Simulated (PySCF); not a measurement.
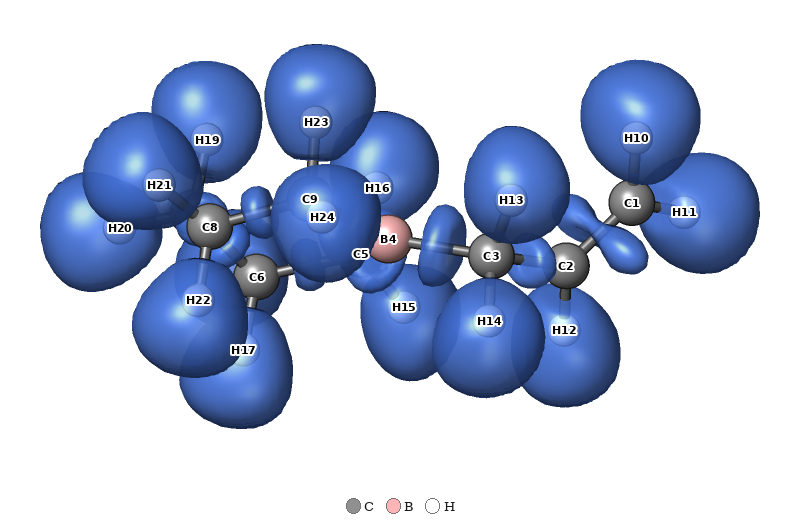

*C$_{8}$H$_{15}$B (SMILES C=CCB1CCCCC1). Isosurface of the ELF at 0.85 (blue), seen from one side. Only the valence region is drawn (cores and ρ < 0.01 e/Å³ removed).*

Geometry: GFN2-xTB.

Level of theory: PySCF, PBE0/pcSseg-1, SCF density, gas phase, non-relativistic.

```yaml
atoms:
  - { symbol: C, position_ang: [3.6158, -1.0749, -0.2441] }
  - { symbol: C, position_ang: [2.7693, -0.2604, 0.3585] }
  - { symbol: C, position_ang: [1.8589, 0.6907, -0.3468] }
  - { symbol: B, position_ang: [0.3156, 0.3183, -0.3205] }
  - { symbol: C, position_ang: [-0.2779, -0.7790, 0.6432] }
  - { symbol: C, position_ang: [-1.7622, -0.5841, 0.9780] }
  - { symbol: C, position_ang: [-2.5778, -0.2400, -0.2645] }
  - { symbol: C, position_ang: [-2.1192, 1.0832, -0.8702] }
  - { symbol: C, position_ang: [-0.6661, 1.0001, -1.3534] }
  - { symbol: H, position_ang: [3.7174, -1.0925, -1.3174] }
  - { symbol: H, position_ang: [4.2430, -1.7575, 0.3038] }
  - { symbol: H, position_ang: [2.6925, -0.2683, 1.4383] }
  - { symbol: H, position_ang: [2.2009, 0.8258, -1.3760] }
  - { symbol: H, position_ang: [1.9477, 1.6727, 0.1324] }
  - { symbol: H, position_ang: [0.2861, -0.9003, 1.5701] }
  - { symbol: H, position_ang: [-0.1675, -1.7327, 0.1124] }
  - { symbol: H, position_ang: [-1.8600, 0.2299, 1.7006] }
  - { symbol: H, position_ang: [-2.1646, -1.4871, 1.4444] }
  - { symbol: H, position_ang: [-2.4682, -1.0366, -1.0043] }
  - { symbol: H, position_ang: [-3.6358, -0.1723, 0.0011] }
  - { symbol: H, position_ang: [-2.7773, 1.3569, -1.6990] }
  - { symbol: H, position_ang: [-2.2007, 1.8669, -0.1130] }
  - { symbol: H, position_ang: [-0.6457, 0.3722, -2.2522] }
  - { symbol: H, position_ang: [-0.3359, 1.9889, -1.6806] }
```

**What do the ELF domains correspond to?**

The surface consists of three regions between bonded B–C atoms (shared pairs), six regions between bonded C–C atoms (shared pairs) and 15 regions around hydrogen nuclei.

Values along the shortest contacts:
C–C (1.32 Å): the ELF peaks at about 0.90 between the atoms (a multiple bond). C–B (1.58 Å): the ELF peaks at about 1 between the atoms, as expected for a shared electron pair.
